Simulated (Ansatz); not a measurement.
# CH4MgO (SMILES C[O][MgH]) at 5 levels

We compute a comparison of 5 runs (HF/def2-SVP, PBE/3-21G, B3LYP/6-31G*, PBE0/def2-SVP, CCSD/aug-pcseg-1) of CH4MgO. 

The results are computed with Ansatz 0.2.0.

3 further runs of the same task are left out: 1 for a known fault of the program, 2 set aside as unsound or not needed.

### Step 1. The molecule

The species is CH4MgO (7 atoms), meant as a singlet with charge 0. SMILES: `C[O][MgH]`. The coordinates come from a PBE0-D4/def2-TZVP relaxation.

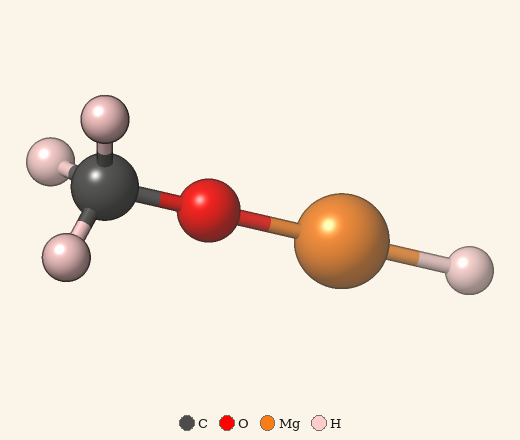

The structure, seen from a chosen angle (carbon dark grey, oxygen red, magnesium orange, hydrogen pink).

### Step 2. Energy and forces at HF/def2-SVP (run 1)

The input, job.yaml:

```yaml
crystal:
  periodic: [false, false, false]
  atoms:
    - {symbol: C, position_ang: [-0.635000, 0.951300, -0.089400]}
    - {symbol: O, position_ang: [0.128300, -0.189100, 0.009300]}
    - {symbol: Mg, position_ang: [1.107300, -1.649800, 0.135000]}
    - {symbol: H, position_ang: [-0.913300, 1.167900, -1.131200]}
    - {symbol: H, position_ang: [-0.101600, 1.834300, 0.291900]}
    - {symbol: H, position_ang: [-1.570400, 0.867800, 0.483200]}
    - {symbol: H, position_ang: [2.046100, -3.050400, 0.255500]}
basis:
  gaussian: {orbitals: def2-SVP}
hamiltonian: {xc: hf}
accuracy: high
output: {forces: true, orbitals: {seedname: orbitals}}
```

Started as:

```sh
$ ansatz run job.yaml --threads 1 --pin off --max-ram 2610MiB --events-out events.jsonl --progress --plain --runs-dir runs
```

Log:

```text
Warning: RAYON_NUM_THREADS=1 ignored (pool sized by the plan → 1); use --threads N
Functional definition: HF
  name "HF"
  exchange = exact_x
  correlation = 0
1435 factors; integrals over basis functions are off by at most 3.4e-9 eV
mean field evaluation 1: about -8555.4660 eV, gradient 3.6e1 eV
mean field evaluation 2: about -8555.4872 eV, gradient 3.6e1 eV
mean field evaluation 4: about -8558.5211 eV, gradient 2.6e0 eV
mean field evaluation 8: about -8558.5523 eV, gradient 1.4e-1 eV
mean field -8558.55235957 eV, -314.5209980192 hartree, gradient 2.8e-8 eV, S^2 0.000000; 0 other end points of the search recorded, 0 dependent functions left out
the calculation of the forces begins
reference -8558.55235957 eV, -314.5209980192 hartree; 15, 15 occupied and 51, 51 virtual orbitals, 1435 factors
Total energy: -8558.55235957 eV, -314.5209980192 hartree
Atom 0 at    -0.635000     0.951300    -0.089400 Å, force     0.146872    -0.225266     0.019968 eV/Å
Atom 1 at     0.128300    -0.189100     0.009300 Å, force    -0.262196     0.392295    -0.034292 eV/Å
Atom 2 at     1.107300    -1.649800     0.135000 Å, force     0.002503    -0.003954     0.000425 eV/Å
Atom 3 at    -0.913300     1.167900    -1.131200 Å, force     0.032818    -0.028847     0.102915 eV/Å
Atom 4 at    -0.101600     1.834300     0.291900 Å, force    -0.046408    -0.092873    -0.036419 eV/Å
Atom 5 at    -1.570400     0.867800     0.483200 Å, force     0.098432     0.000475    -0.056222 eV/Å
Atom 6 at     2.046100    -3.050400     0.255500 Å, force     0.027979    -0.041830     0.003627 eV/Å
Dipole moment:    -0.036471     0.054663    -0.004791 e Å
```

It took 3.6 s on 1 thread of AMD EPYC 7R43 (Zen 3), shared host; peak memory 0.14 GiB.

### Step 3. Energy and forces at PBE/3-21G (run 2)

job.yaml: that of step 2 with these lines changed.

```diff
@@ -1 +1,3 @@
+basis:
+  gaussian: {orbitals: 3-21G.json}
 crystal:
@@ -10,5 +12,3 @@
     - {symbol: H, position_ang: [2.046100, -3.050400, 0.255500]}
-basis:
-  gaussian: {orbitals: def2-SVP}
-hamiltonian: {xc: hf}
+hamiltonian: {xc: {name: PBE}}
 accuracy: high
```

The basis set 3-21G is read from a file made from the Basis Set Exchange's data (not shown).

Started as:

```sh
$ ansatz run job.yaml --threads 1 --pin off --max-ram 2610MiB --events-out events.jsonl --progress --plain --runs-dir runs
```

Log, cut to the lines that bear on the results:

```text
Warning: RAYON_NUM_THREADS=1 ignored (pool sized by the plan → 1); use --threads N
Functional definition: PBE
  name "PBE"
[...]
836 factors; integrals over basis functions are off by at most 8.1e-9 eV
[...]
mean field -8537.72182326 eV, -313.7554899293 hartree, gradient 1.0e-7 eV, S^2 0.000000; 0 other end points of the search recorded, 0 dependent functions left out
[...]
reference -8537.72182700 eV, -313.7554900665 hartree; 15, 15 occupied and 24, 24 virtual orbitals, 836 factors
Total energy: -8537.72182700 eV, -313.7554900665 hartree
Atom 0 at    -0.635000     0.951300    -0.089400 Å, force    -0.383847     0.568458    -0.048865 eV/Å
Atom 1 at     0.128300    -0.189100     0.009300 Å, force     0.887295    -1.325287     0.114458 eV/Å
Atom 2 at     1.107300    -1.649800     0.135000 Å, force    -0.176517     0.263223    -0.022607 eV/Å
Atom 3 at    -0.913300     1.167900    -1.131200 Å, force    -0.196256     0.220642    -0.394420 eV/Å
Atom 4 at    -0.101600     1.834300     0.291900 Å, force     0.101974     0.466430     0.128024 eV/Å
Atom 5 at    -1.570400     0.867800     0.483200 Å, force    -0.436233     0.110375     0.197229 eV/Å
Atom 6 at     2.046100    -3.050400     0.255500 Å, force     0.203585    -0.303839     0.026180 eV/Å
Dipole moment:    -0.140885     0.210470    -0.018203 e Å
```

Wall time 3.9 s (1 thread of AMD EPYC 7R43 (Zen 3), shared host); peak memory 0.14 GiB.

Runs 3 to 4 aren't shown in full; the table further down has their settings and results.

### Step 4. Energy and forces at CCSD/aug-pcseg-1 (sfX2C) (run 5)

The input, input.yaml:

```yaml
crystal:
  periodic: [false, false, false]
  atoms:
    - {symbol: C, position_ang: [-0.635000, 0.951300, -0.089400]}
    - {symbol: O, position_ang: [0.128300, -0.189100, 0.009300]}
    - {symbol: Mg, position_ang: [1.107300, -1.649800, 0.135000]}
    - {symbol: H, position_ang: [-0.913300, 1.167900, -1.131200]}
    - {symbol: H, position_ang: [-0.101600, 1.834300, 0.291900]}
    - {symbol: H, position_ang: [-1.570400, 0.867800, 0.483200]}
    - {symbol: H, position_ang: [2.046100, -3.050400, 0.255500]}
basis:
  gaussian: {orbitals: aug-pcseg-1.json}
hamiltonian: {pseudopotentials: {relativity: scalar}}
correlation: {method: ccsd, electrons: all}
output: {forces: true}
```

The basis set aug-pcseg-1 is read from a file made from the Basis Set Exchange's data (not shown).

Started as:

```sh
$ ansatz run input.yaml --threads 1 --pin off --max-ram 2610MiB --events-out events.jsonl --progress --plain --runs-dir runs
```

Log:

```text
Warning: RAYON_NUM_THREADS=1 ignored (pool sized by the plan → 1); use --threads N
[... 24 lines left out ...]
Total energy: -8582.38026838 eV, -315.3966575167 hartree
[... 8 lines left out ...]
Dipole moment:    -0.017261     0.025919    -0.002289 e Å
```

Wall time 44 s (1 thread of AMD EPYC 7R43 (Zen 3), shared host); peak memory 0.58 GiB.

### Step 5. Overview of the runs

```
run                               level  accuracy  frozen core orbitals  energy (Eh)  dipole moment (D)  HOMO energy (eV)  LUMO energy (eV)  wall time
  1                         HF/def2-SVP      high                     –  -314.520998               0.32            -10.88              1.64      3.6 s
  2                           PBE/3-21G      high                     –  -313.755490               1.22             -5.15             -1.00      3.9 s
  3  B3LYP/6-31G* (spherical functions)      high                     –  -315.826243               0.45             -6.65             -0.65      7.2 s
  4                       PBE0/def2-SVP      high                     –  -315.425456               0.23             -7.03             -0.45      8.7 s
  5            CCSD/aug-pcseg-1 (sfX2C)    medium                     0  -315.396658               0.15                 –                 –       44 s
```

### Step 6. What came out

```
                                 quantity          value
                      run 5: total energy  -315.39666 Eh
run 5: dipole moment (correlated density)         0.15 D
                run 5: correlation energy     -417.5 mEh
                     run 5: T1 diagnostic          0.011
          run 5: largest force on an atom     0.590 eV/Å
```

What this shows: The dipole moment (its size) runs from 0.15 D (CCSD/aug-pcseg-1) to 1.22 D (PBE/3-21G). The two ends differ in method and basis and Hamiltonian. Over runs 1, 2, 3, 4 the HOMO–LUMO gap runs from 4.16 eV (PBE/3-21G) to 12.51 eV (HF/def2-SVP). The two ends differ in method and basis. Totals of different functionals can't be ranked against each other. Some runs of one species differ in core potentials or relativity; totals across that change don't compare. All runs together took 68 s, the longest 44 s.
